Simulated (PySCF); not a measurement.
**C₄H₇ (doublet): density, localisation and related maps**

```xyz
11

C     1.5487   -0.2802    0.1245
C     0.2080   -0.0110    0.5448
C    -0.7106    0.8744   -0.2948
C    -0.9815   -0.5843   -0.2243
H     1.7855   -0.3725   -0.9178
H     2.3374   -0.3971    0.8399
H     0.0717    0.0655    1.6168
H    -1.3626    1.5521    0.2343
H    -0.3065    1.2741   -1.2118
H    -1.8228   -0.9325    0.3551
H    -0.7619   -1.1858   -1.0927
```

Geometry: GFN2-xTB.

These are results of UKS B3LYP, pcH-1 on C H, non-relativistic, mean-field spin-orbit, GIAO in PySCF, not measurements.

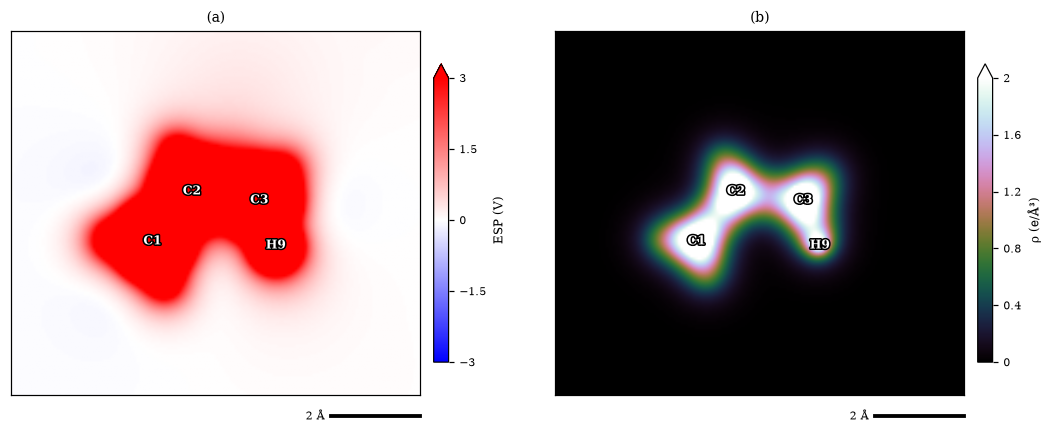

Figure 1. (a) molecular electrostatic potential; (b) total electron density on the plane of atoms C1, C2 and C3.

Read the bonding off the picture.

The section cuts through C and H sites.
C–C (1.43 Å): ρ is about 1.9 e/Å³ halfway.
C–H (1.08 Å): the density is about 2 e/Å³ at the midpoint.
C–C (1.53 Å): ρ at the midpoint is about 1.5 e/Å³.
The potential has no marked negative region in this plane.

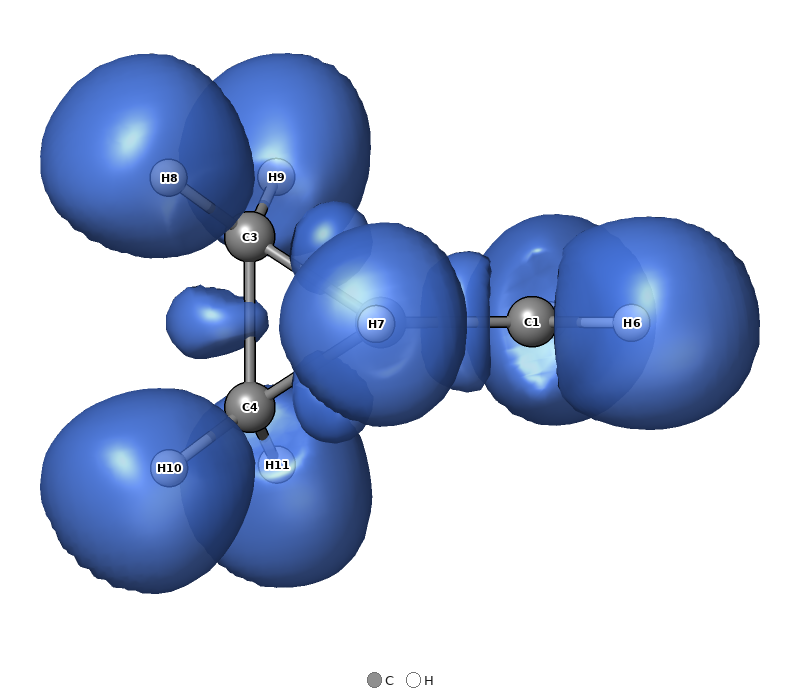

Figure 2. Isosurface of the electron localisation function at 0.8 (blue), seen across its widest extent. Core shells and regions of very low density are left out.

Where are the electrons localised?

The ELF exceeds this value in four regions between bonded C–C atoms (shared pairs) and seven regions around hydrogen nuclei.


C–C (1.43 Å): the ELF peaks at about 0.95 between the atoms; localised, covalent bonding. C–H (1.07 Å): the ELF climbs to about 1 towards the hydrogen, as it does in any bond to H (a covalent bond by its length).

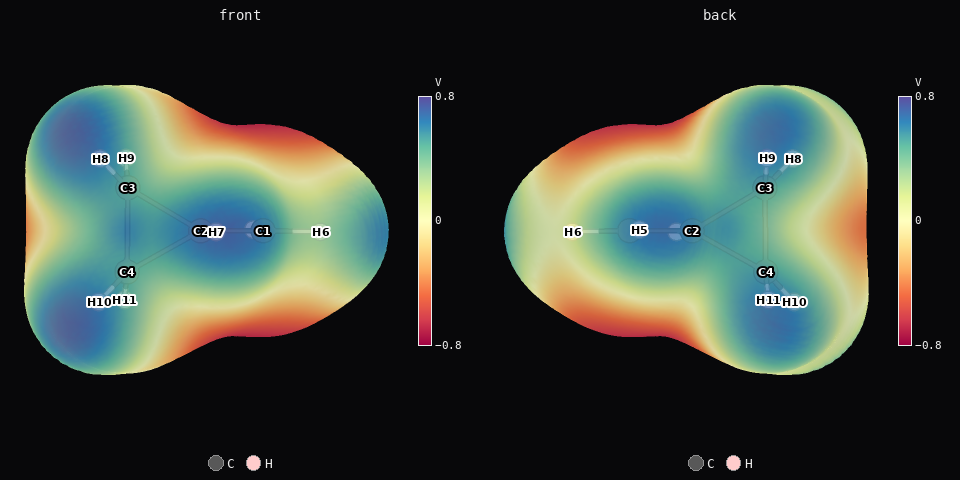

Figure 3. The electrostatic potential painted on the density surface at 0.002 e/bohr³, seen from the front and from behind; the colour scale runs from red (negative) to blue (positive).

Which sites attract a positive test charge, and which a negative one?

A positive charge is drawn to the negative regions and a negative charge to the positive ones. The most negative region (about −0.7 V, or −16 kcal/mol for a unit charge) lies over C1, C2, C3 and C4, the most positive (about +0.7 V, or +16 kcal/mol for a unit charge) over the H atoms.
